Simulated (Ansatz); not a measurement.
**C4H11Si (SMILES CCC[SiH+]C) (charge +1): density, localisation and related maps**

Input file:

```
crystal:
  periodic: [false, false, false]
  atoms:
    - symbol: C
      position_ang: [-2.177011, -0.896617, -1.969898]
    - symbol: C
      position_ang: [-0.318103, -2.007945, 0.488648]
    - symbol: C
      position_ang: [-1.550242, 0.350070, -2.622063]
    - symbol: C
      position_ang: [-0.447234, 0.851272, -1.697106]
    - symbol: Si
      position_ang: [-0.629304, -1.631296, -1.276478]
    - symbol: H
      position_ang: [-2.710304, -1.551063, -2.676143]
    - symbol: H
      position_ang: [-2.870839, -0.632243, -1.155531]
    - symbol: H
      position_ang: [0.337016, -2.173445, -2.264097]
    - symbol: H
      position_ang: [0.754051, -1.962258, 0.734638]
    - symbol: H
      position_ang: [-0.646847, -3.051210, 0.659778]
    - symbol: H
      position_ang: [-0.894053, -1.359422, 1.164656]
    - symbol: H
      position_ang: [-1.128076, 0.094100, -3.606426]
    - symbol: H
      position_ang: [-2.294025, 1.141661, -2.794734]
    - symbol: H
      position_ang: [-0.824914, 1.214104, -0.729283]
    - symbol: H
      position_ang: [0.215150, 1.614991, -2.132621]
    - symbol: H
      position_ang: [0.329274, 0.043165, -1.454771]
basis:
  gaussian:
    orbitals: def2-SVPD
total_charge: 1
hamiltonian:
  xc: pbe0
output:
  forces: true
  orbitals: {seedname: orbitals}
```

Run with:

```sh
ansatz run input.yaml --threads 2 --pin off --max-ram 4350MiB --events-out events.jsonl --progress --plain --runs-dir runs
```

Geometry: PBE0-D3(BJ)/def2-SVP.

Computed with isolated molecule in a Gaussian basis; Kohn-Sham density functional theory, functional PBE0 (Ansatz).

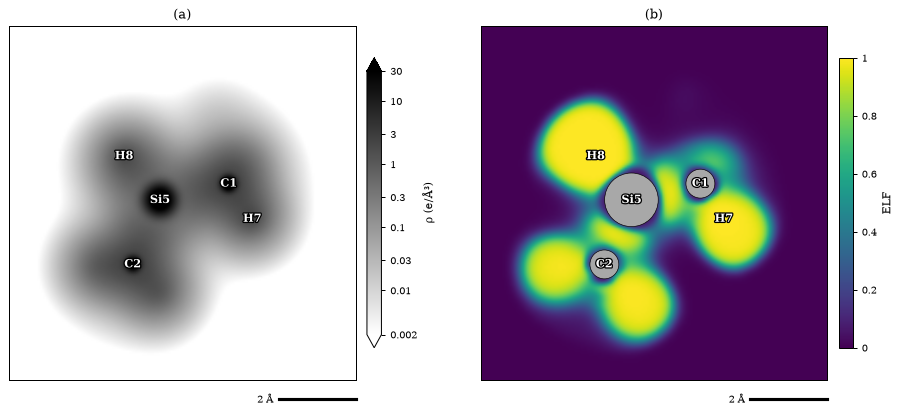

Figure 1. (a) electron density; (b) electron localisation function on the plane of atoms Si5, C1 and H7. Grey discs cover the atomic cores in the ELF map.

Read the bonding off the picture.

Answer.
- The plane passes through C, Si and H nuclei.
- C–Si (1.83 Å): ρ at the midpoint is about 1 e/Å³; the ELF peaks at about 0.95 between the atoms; a covalent bond.
- C–H (1.10 Å): ρ at the midpoint is about 1.9 e/Å³; the ELF climbs to about 1 towards the hydrogen, as it does in any bond to H; a covalent bond by its length.
- Si–H (1.48 Å): ρ at the midpoint is about 0.81 e/Å³; the ELF climbs to about 1 towards the hydrogen.

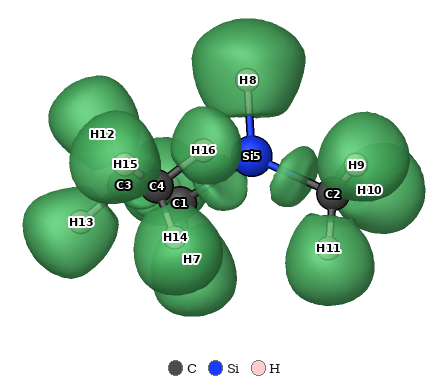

Figure 2. Isosurface of the ELF at 0.8 (green), seen from one side. Core shells and regions of very low density are left out.

Describe the localisation domains.

Answer. At this value the surface marks out two regions between bonded C–C atoms (shared pairs), two regions between bonded C–Si atoms (shared pairs) and eleven regions around hydrogen nuclei. Along the contacts the grid gives the following. C–C (1.52 Å): the ELF peaks at about 0.95 between the atoms: localised, covalent bonding.

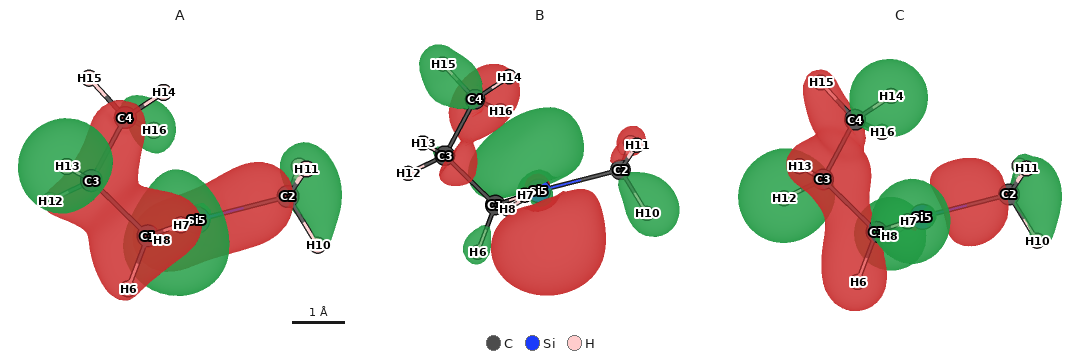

Figure 3. Three frontier orbitals at ±0.1 Å⁻³ᐟ² (green and red are the two phases), in no order.

Order the three orbitals by energy and name them.

Answer. C is the HOMO−1 (−14.44 eV). By Hirshfeld shares it lies mainly on C3 (about 20 %), C1 (about 15 %), H12 (about 15 %), C2 (about 10 %), C4 (about 10 %) and Si5 (about 10 %). A is the HOMO (−13.75 eV). By Hirshfeld shares it lies mainly on C1 (about 25 %), Si5 (about 20 %), C3 (about 15 %), H13 (about 10 %) and C2 (about 10 %). B is the LUMO (−6.82 eV). By Hirshfeld shares it lies mainly on Si5 (about 55 %), C4 (about 10 %) and C2 (about 5 %).

What is the HOMO–LUMO gap?

Answer. 6.93 eV between the orbital energies.

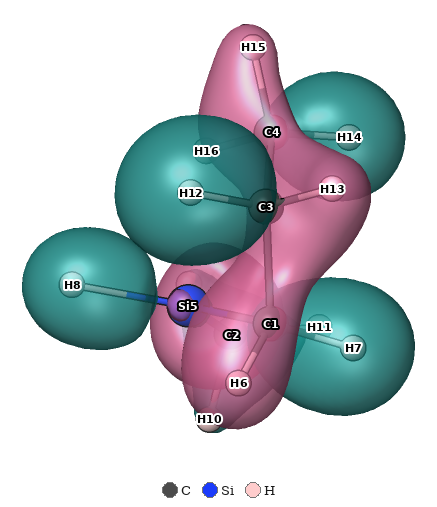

Figure 4. The HOMO−1 at ±0.1 Å⁻³ᐟ² (teal and pink are the two phases), seen at an oblique angle.

What is the character of this orbital?

Answer. Its weight (Hirshfeld) is mainly on C3 (about 20 %), C1 (about 15 %), H12 (about 15 %), C2 (about 10 %), C4 (about 10 %) and Si5 (about 10 %). Its energy is −14.44 eV.
